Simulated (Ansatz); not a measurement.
Br3Sn (charge −1)

Input file:

```
crystal:
  periodic: [false, false, false]
  atoms:
    - {symbol: Sn, position_ang: [-0.004096, 0.005782, 0.974139]}
    - {symbol: Br, position_ang: [2.367981, -0.032408, -0.314652]}
    - {symbol: Br, position_ang: [-1.155493, 2.062875, -0.341782]}
    - {symbol: Br, position_ang: [-1.208391, -2.036249, -0.317706]}
basis:
  gaussian: {orbitals: def2-TZVPD, initial_orbitals: start.molden}
total_charge: -1
hamiltonian: {xc: pbe0, dispersion: d4}
scf: {omitted_lower_state_checks: [starts]}
output: {orbitals: {seedname: orbitals}}
```

Command:

```sh
ansatz run in.yaml --threads 4 --pin off --events-out ev --progress --plain --max-ram 3916MiB
```

Geometry: B3LYP-D4/def2-SVPD; core potentials replace the inner electrons of Sn.

Method: Ansatz 0.2.0, RKS PBE0-D4/def2-TZVPD.

> What can the converged electron density and electron localisation function tell about the bonding?

Sn–Br (2.70 Å): ρ at the midpoint is about 0.37 e/Å³; the ELF peaks at about 0.75 in the valence shell of Br, 1.0 Å from its nucleus, and drops to about 0.20 between the two atoms.

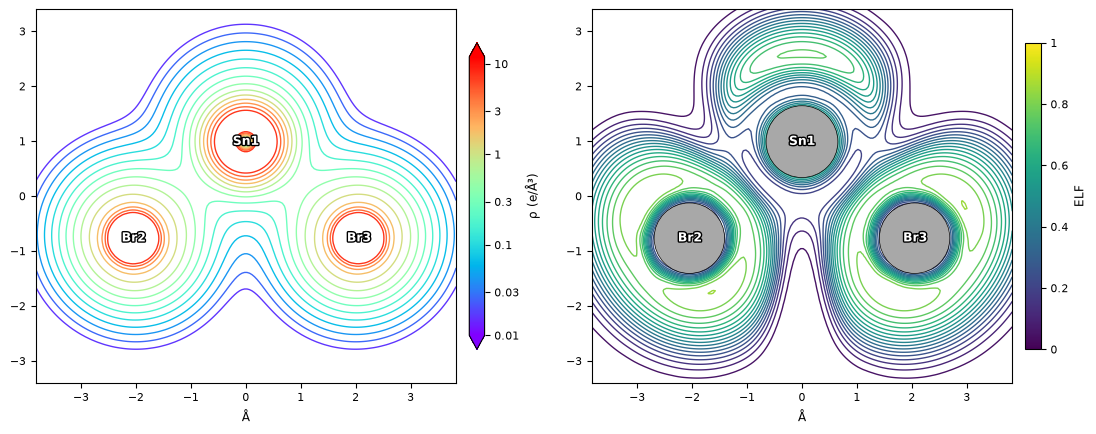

Computed electron density and electron localisation function on the plane of atoms Br2, Sn1 and Br3, in this order. Grey discs cover the atomic cores in the ELF map. 
